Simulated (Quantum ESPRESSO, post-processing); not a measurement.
# Tuning the work function of Rh(111), part 2 of 2

Wanted: work-function changes of Rh(111) along a row of adsorbates.

Quantum ESPRESSO 7.5; plane-wave DFT, PBE, GBRV ultrasoft pseudopotentials.

So far. Step 10 (SCF with pw.x, N overlayer): The covered face stands at 7.47 eV against 5.17 eV when clean. Step 10 (SCF with pw.x, N overlayer): Inside the slab this potential holds the local part of the pseudopotentials, which can be repulsive at the nuclei; only its value in the vacuum has a meaning of its own.

### 11. Projected density of states, N overlayer

N.pdos.in reads:

```
&projwfc
  prefix = 'N.esm'
  outdir = './out'
  filpdos = 'N.pdos'
  Emin = -14.325
  Emax = -2.324
  DeltaE = 0.1
  ngauss = 0
  degauss = 0.01
/
```

On the command line:

```sh
$ OMP_NUM_THREADS=1 mpirun -n 4 projwfc.x -in N.pdos.in > N.pdos.out
```

Wall time 1.6 s (4 MPI ranks of Arm Neoverse V1, shared host); peak memory 0.1 GiB.

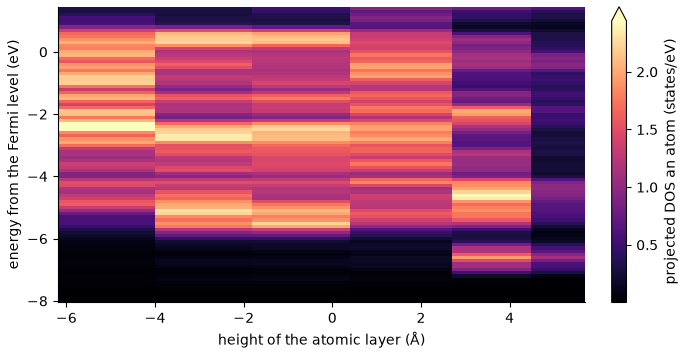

Projected DOS an atom over height of the atomic layer and energy from the Fermi level. Columns are the atomic layers from the bottom up.

The atomic orbitals miss 0.1 % of the occupied states; for empty states the projections can miss much more.

### 12. Relaxation with pw.x, O overlayer

System of this step: Rh(111), 5 layers, one monolayer of O on fcc sites. The cell holds 6 atoms: 5 Rh and 1 O. Cell: a = 2.687 Å, b = 2.687 Å, c = 27.776 Å, α = 90.0°, β = 90.0°, γ = 60.0°. It derives from Rh. Vacuum lies along c.

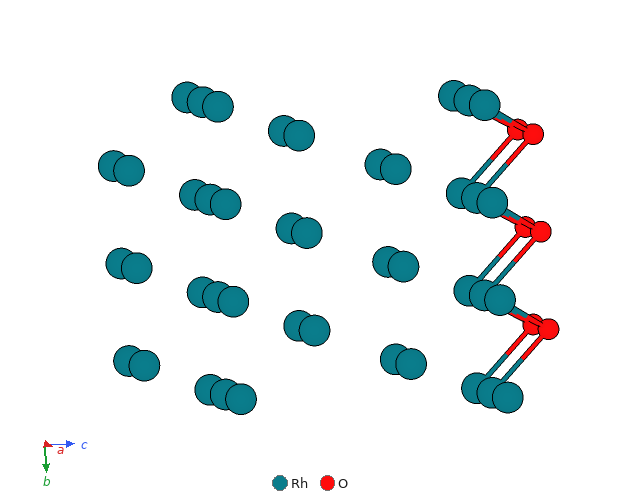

The cell of this step (rhodium blue, oxygen red). Bonds to atoms that aren't drawn are left out. 2×3×1 cells are drawn. Some periodic images of atoms are drawn too.

O.relax.in reads:

```
&control
  prefix = 'O.relax'
  outdir = './out'
  pseudo_dir = './pseudo'
  nstep = 40
  forc_conv_thr = 0.001
  calculation = 'relax'
/
&system
  ibrav = 0
  nat = 6
  ntyp = 2
  ecutwfc = 40
  ecutrho = 200
  occupations = 'smearing'
  smearing = 'mv'
  degauss = 0.02
/
&electrons
  conv_thr = 1e-07
  mixing_beta = 0.4
  electron_maxstep = 120
  mixing_mode = 'local-TF'
/
&ions
/
ATOMIC_SPECIES
  Rh  102.9055  rh_pbe_v1.4.uspp.F.UPF
  O   15.9990  o_pbe_v1.2.uspp.F.UPF
CELL_PARAMETERS angstrom
  2.68700576850888 0.00000000000000 0.00000000000000
  1.34350288425444 2.32701525564402 0.00000000000000
  0.00000000000000 0.00000000000000 27.77572409168231
ATOMIC_POSITIONS crystal
  Rh  0.666666666700 0.666666666700 0.298822092724 0 0 0
  Rh  0.000000000000 0.000000000000 0.377809449298 0 0 0
  Rh  0.333333333300 0.333333333300 0.456796805871 0 0 0
  Rh  0.666666666700 0.666666666700 0.535784162445
  Rh  0.000000000000 0.000000000000 0.614771519019
  O   0.333333333333 0.333333333333 0.664654806061
K_POINTS automatic
  12 12 1 0 0 0
```

On the command line:

```sh
$ OMP_NUM_THREADS=1 mpirun -n 4 pw.x -nk 4 -in O.relax.in > O.relax.out
```

Elapsed: 9.5 min, on 4 MPI ranks; peak memory 0.72 GiB.

Relaxation path:

```csv
step,energy less that of the first step (eV),largest force (eV/Å)
1,0.0000,2.7678
2,-0.2143,1.5832
3,-0.2888,0.3810
4,-0.2915,0.1242
5,-0.2918,0.0751
6,-0.2921,0.0832
7,-0.2926,0.0988
8,-0.2933,0.1049
9,-0.2941,0.0940
10,-0.2947,0.0505
11,-0.2947,0.0260
12,-0.2948,0.0070
```

The atoms that moved most (Å):

```csv
atom,dx,dy,dz,length
Rh5,0.000,0.000,0.152,0.152
O6,0.000,0.000,-0.050,0.050
Rh4,0.000,0.000,0.023,0.023
```

Final coordinates:

```cif
data_structure
_symmetry_space_group_name_H-M 'P 1'
_symmetry_Int_Tables_number 1
_cell_length_a 2.6870
_cell_length_b 2.6870
_cell_length_c 27.7757
_cell_angle_alpha 90.000
_cell_angle_beta 90.000
_cell_angle_gamma 60.000
_cell_volume 173.67
loop_
_atom_site_label
_atom_site_type_symbol
_atom_site_fract_x
_atom_site_fract_y
_atom_site_fract_z
_atom_site_occupancy
Rh1 Rh 0.66667 0.66667 0.29882 1
Rh2 Rh 0.00000 0.00000 0.37781 1
Rh3 Rh 0.33333 0.33333 0.45680 1
Rh4 Rh 0.66667 0.66667 0.53661 1
Rh5 Rh 0.00000 0.00000 0.62023 1
O6 O 0.33333 0.33333 0.66286 1
```

The relaxation lowers the energy by 49 meV an atom. On the free atoms the largest force ends at 0.007 eV/Å.

Numbers from this step:

```
free energy  : -12083.5277 eV
Fermi energy : 5.568 eV
```

### 13. Self-consistent run, O overlayer

O.esm.in reads:

```
&control
  prefix = 'O.esm'
  outdir = './out'
  pseudo_dir = './pseudo'
  calculation = 'scf'
  tprnfor = .true.
/
&system
  ibrav = 0
  nat = 6
  ntyp = 2
  ecutwfc = 40
  ecutrho = 200
  occupations = 'smearing'
  smearing = 'mv'
  degauss = 0.02
  assume_isolated = 'esm'
  esm_bc = 'bc1'
/
&electrons
  conv_thr = 1e-07
  mixing_beta = 0.4
  electron_maxstep = 120
  mixing_mode = 'local-TF'
/
ATOMIC_SPECIES
  Rh  102.9055  rh_pbe_v1.4.uspp.F.UPF
  O   15.9990  o_pbe_v1.2.uspp.F.UPF
CELL_PARAMETERS angstrom
  2.68700576850888 0.00000000000000 0.00000000000000
  1.34350288425444 2.32701525564402 0.00000000000000
  0.00000000000000 0.00000000000000 27.77572409168231
ATOMIC_POSITIONS crystal
  Rh  0.666666666700 0.666666666700 -0.182021161900
  Rh  0.000000000000 0.000000000000 -0.103033805300
  Rh  0.333333333300 0.333333333300 -0.024046448700
  Rh  0.666666666700 0.666666666700 0.055766536400
  Rh  0.000000000000 0.000000000000 0.139390042700
  O   0.333333333300 0.333333333300 0.182021161900
K_POINTS automatic
  12 12 1 0 0 0
```

On the command line:

```sh
$ OMP_NUM_THREADS=1 mpirun -n 4 pw.x -nk 4 -in O.esm.in > O.esm.out
```

Elapsed: 3.2 min, on 4 MPI ranks; peak memory 0.72 GiB.

Numbers from this step:

| Property | Result |
| --- | --- |
| free energy | -12083.5260 eV |
| Fermi energy | -5.796 eV |
| vacuum line at the lower end of the cell, over the Fermi level | 5.171 eV |
| vacuum line at the upper end of the cell, over the Fermi level | 6.421 eV |

The potential energy, planar mean oscillates, so the rows of the table below give means over windows of 2.2 Å about each position, cut where the curve ends. Its maxima inside the range that stand out by 2 % of the span (Å: eV): -3.9: -0.622, -1.7: -0.825, 0.5: -0.571, 2.7: 0.168, 4.6: -10.2. Its minima: -5.1: -18.9, -2.9: -19.1, -0.7: -19.1, 1.5: -19.0, 3.9: -19.9, 5.0: -11.3.

Electrostatic potential energy of an electron; zero at the Fermi level. The potential energy, planar mean by z; means over each step:

```csv
z (Å),"potential energy, planar mean (eV)"
-12.79,5.17
-10.59,5.17
-8.39,5.14
-6.19,-2.19
-3.99,-9.83
-1.79,-10.0
0.41,-9.69
2.61,-8.89
4.81,-9.48
7.01,6.27
9.21,6.42
11.41,6.42
13.61,6.42
```

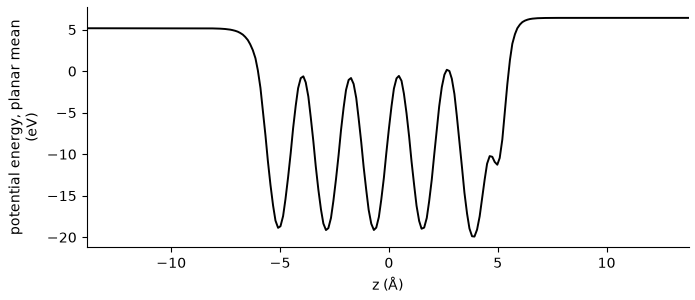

Potential energy, planar mean, plotted against z.

The covered face stands at 6.42 eV against 5.17 eV when clean.

Inside the slab this potential holds the local part of the pseudopotentials, which can be repulsive at the nuclei; only its value in the vacuum has a meaning of its own.

### 14. Projections on atomic orbitals, O overlayer

O.pdos.in reads:

```
&projwfc
  prefix = 'O.esm'
  outdir = './out'
  filpdos = 'O.pdos'
  Emin = -13.796
  Emax = -1.796
  DeltaE = 0.1
  ngauss = 0
  degauss = 0.01
/
```

On the command line:

```sh
$ OMP_NUM_THREADS=1 mpirun -n 4 projwfc.x -in O.pdos.in > O.pdos.out
```

Elapsed: 1.6 s, on 4 MPI ranks; peak memory 0.1 GiB; 6.5 s of CPU time.

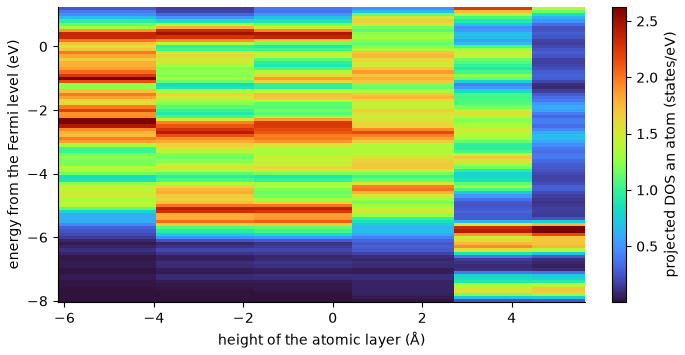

Projected DOS an atom over height of the atomic layer and energy from the Fermi level. Columns are the atomic layers from the bottom up.

The atomic orbitals miss 0.1 % of the occupied states; for empty states the projections can miss much more.

### 15. The series side by side

Against the clean face, with Pauling's electronegativity for orientation:

```csv
overlayer,electronegativity,height over the top plane (Å),change of work function (eV)
C,2.55,1.18,+0.71
N,3.04,1.21,+2.29
O,3.44,1.18,+1.25
```

All levels:

```csv
level,covered face (eV),bare face (eV),CPU time (s)
clean,5.172,5.167,394.7
C,5.884,5.164,599.9
N,7.466,5.183,838.2
O,6.421,5.171,777.8
```

### 16. By hand

Under N the faces differ by +2.28 eV. By the Helmholtz relation p = −Δφ A/180.95 = -0.0789 e Å a cell, or -0.38 D.

### 17. Outcome

| Item | Value |
| --- | --- |
| work function of the clean face | 5.17 eV |
| change under C | +0.71 eV |
| change under N | +2.29 eV |
| change under O | +1.25 eV |

**Reading.** On a clean face of 5.17 eV the changes run from +0.71 eV (C) to +2.29 eV (N) (PBE, GBRV ultrasoft). Electronegativity alone doesn't order the changes: height, charge transfer and the push-back of the metal's own spill-out all enter the dipole. Of 4 overlayers planned, 3 are shown; the others were not run or did not converge. The bare face moves by 0.02 eV over the row; it should not move at all, so the changes above are uncertain by about as much. Full 1×1 monolayers on one site are model structures; at this coverage neighbours depolarise each other, and real layers may take other sites or reconstruct. The upper layers were relaxed under PBE at the tabulated lattice constant.

Computed beside measured:

| quantity | measured | PBE, GBRV ultrasoft, clean |
| --- | --- | --- |
| work function (clean (111) face) (eV) | 5.46 | 5.17 (-0.29 eV) |

Measured values from arxiv:1902.07811 (2019).

How well it matches: The work function is off by -0.29 eV: fair agreement. The grades are ours: good and fair within 3 and 7 % for the work function. Other measurements of the same face can differ from the value quoted by 0.1 to 0.2 eV.

[Logs are printed without paths, hosts, clocks, repeated set-up lines and the standing remarks that a program may print on its own settings, such as how far it seeks lower states.]

[Hosts, paths, dates, database ids (printed as entryN), source tags and the programs' standing remarks are cut or masked in the printed files.]

[Maps of the electrostatic potential energy from Ansatz leave out the sawtooth potential of an applied field or a dipole correction, so their vacuum need not be flat; planar profiles and work functions include it.]
